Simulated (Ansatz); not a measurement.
We consider corundum Cr₂O₃, described by r²SCAN in Ansatz (PAW).

Settings: plane-wave cutoff 560 eV, 8×8×8 k mesh, Fermi–Dirac smearing 0.01 eV, spin-polarised with opposed moments, scalar-relativistic PAW data made under PBE.

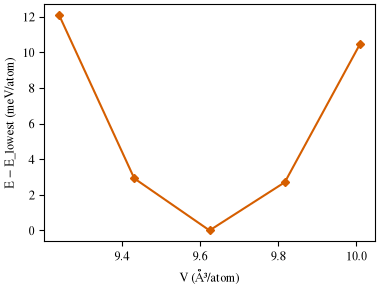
Figure: Total energy against volume

Task: From the curve, estimate the equilibrium volume and the bulk modulus.

Result: V0 ≈ 9.6 Å³/atom and B0 ≈ 230 GPa; the fit gives V0 = 9.625 Å³/atom, B0 = 234 GPa, B′ = 4.3.

Shape and atoms are relaxed at each volume.

Measured, for comparison: bulk modulus 234 GPa (temperature not stated, not corrected to a static lattice, sources range from 206 to 245; as tabulated in Toher et al. (2017), arXiv:1611.05714); equilibrium volume per atom 9.64 Å³/atom (temperature not stated, not corrected to a static lattice; as tabulated in Sawada, Mater. Res. Bull. 29, 239 (1994) (COD 9015000)). Computed less measured: bulk modulus +0.0 % (inside the range of the sources held), equilibrium volume per atom -0.1 %. A static lattice is as a rule a little smaller and stiffer than an uncorrected measurement, which can account for part of this in the equilibrium volume per atom.

Note: without U or exact exchange, gaps and moments of open d shells tend to come out too small.

Ansatz is a quantum-chemistry and plane-wave program.
